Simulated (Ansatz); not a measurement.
# CH5AlBN (SMILES [BH2][Al]1[CH2][NH]1): what the fields show

Input

```
crystal:
  periodic: [false, false, false]
  atoms:
    - { symbol: B, position_ang: [-0.91902, 1.75936, -1.3498] }
    - { symbol: Al, position_ang: [-0.17893, 0.29963, -0.09641] }
    - { symbol: C, position_ang: [0.80653, -1.32763, 0.32553] }
    - { symbol: "N", position_ang: [0.11099, -0.50464, 1.44772] }
    - { symbol: H, position_ang: [-0.87017, 1.64228, -2.51952] }
    - { symbol: H, position_ang: [-1.44916, 2.73288, -0.95184] }
    - { symbol: H, position_ang: [0.41675, -2.34895, 0.27589] }
    - { symbol: H, position_ang: [1.8877, -1.38605, 0.48035] }
    - { symbol: H, position_ang: [0.19531, -0.86688, 2.38807] }
basis:
  gaussian: { orbitals: def2-SVP }
hamiltonian:
  xc: { name: BHLYP }
relax:
  f_tol: 0.015
  max_steps: 40
output:
  orbitals: {}
```

Command:

```sh
ansatz run input.yaml --threads 1 --pin off --max-ram 2048MiB --backend cpu --events-out ev --progress --plain --runs-dir out
```

The fields are those of the relaxed geometry.

Theory: RKS BHLYP/def2-SVP (Ansatz 0.2.0).

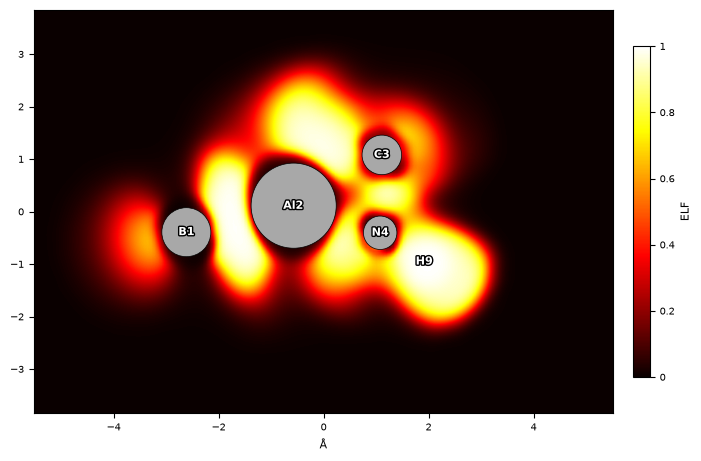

Figure 1. Electron localisation function on the plane of atoms Al2, N4 and H9. Grey discs cover the atomic cores.

### Read the bonding off the picture.

The plane passes through B, Al, C, N and H nuclei.
C–N (1.48 Å): the ELF peaks at about 0.90 between the atoms: localised, covalent bonding.
Al–N (1.73 Å): the ELF peaks at about 0.80 in the valence shell of N, 0.6 Å from its nucleus, and is about 0.40 at the midpoint.
C–Al (1.94 Å): the ELF peaks at about 0.80 in the valence shell of C, 0.7 Å from its nucleus, and is about 0.55 at the midpoint.
Al–B (2.11 Å): the ELF peaks at about 1 between the atoms (a shared electron pair).
N–H (1.00 Å): the ELF climbs to about 1 towards the hydrogen, as it does in any bond to H; an ordinary covalent bond to hydrogen.

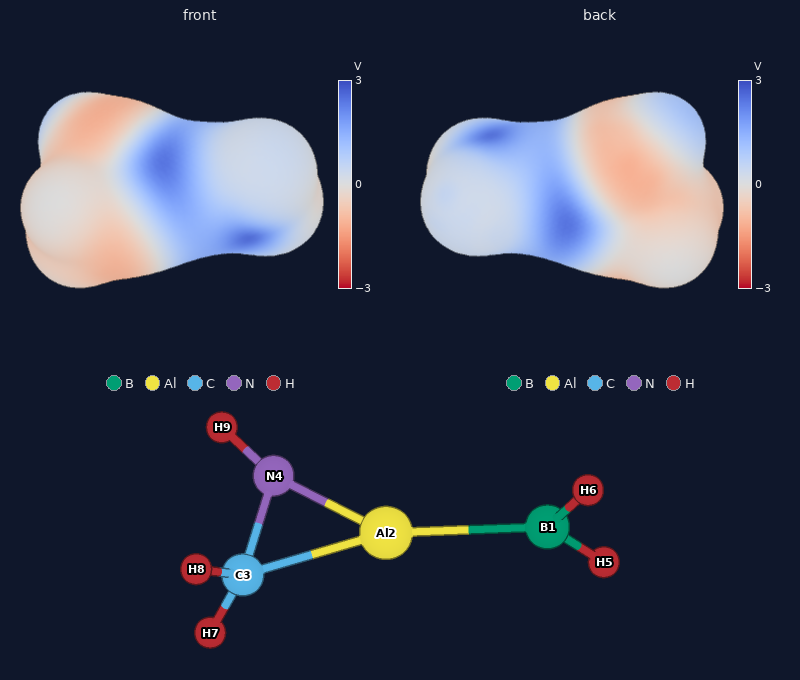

Figure 2. The electrostatic potential painted on the density surface at 0.002 e/bohr³, seen from the front and from behind; the colour scale runs from red (negative) to blue (positive). The bare structure is drawn below in the same view.

### Describe the electrostatic potential map.

The most negative region (about −1.1 V) lies over N4, the most positive (about +2.4 V) over B1 and Al2. N4 is the likeliest acceptor of a hydrogen bond.

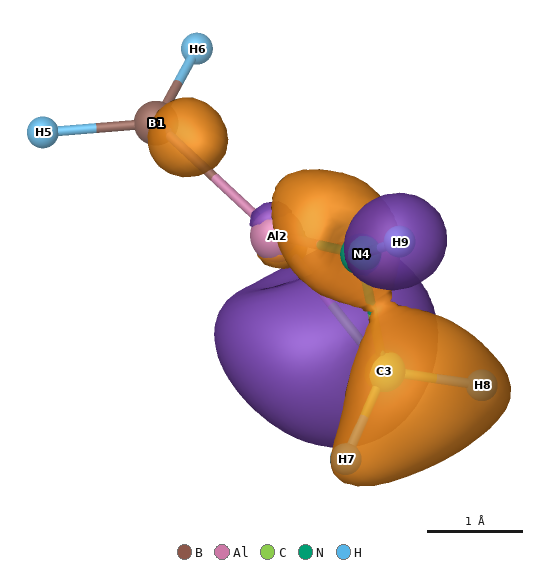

Figure 3. The HOMO−1 at ±0.15 Å⁻³ᐟ² (orange and purple are the two phases), seen at an oblique angle.

### What is the character of this orbital?

It lies mainly on C3 (about 45 %), Al2 (about 25 %) and N4 (about 10 %). Its energy is −7.38 eV.

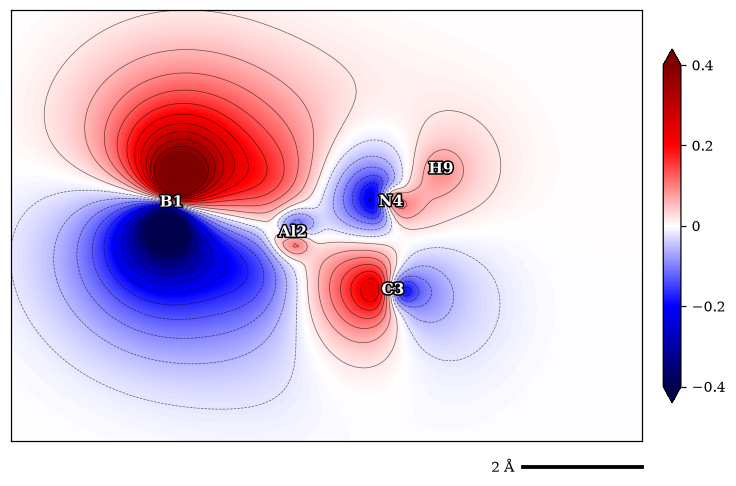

Figure 4. The LUMO on the plane of atoms Al2, N4 and C3 (values in Å⁻³ᐟ²; the overall sign is arbitrary).

### Describe this orbital and give its energy.

By Hirshfeld shares it lies mainly on B1 (about 60 %), Al2 (about 20 %), H6 (about 5 %) and H5 (about 5 %). Its energy is −1.73 eV.
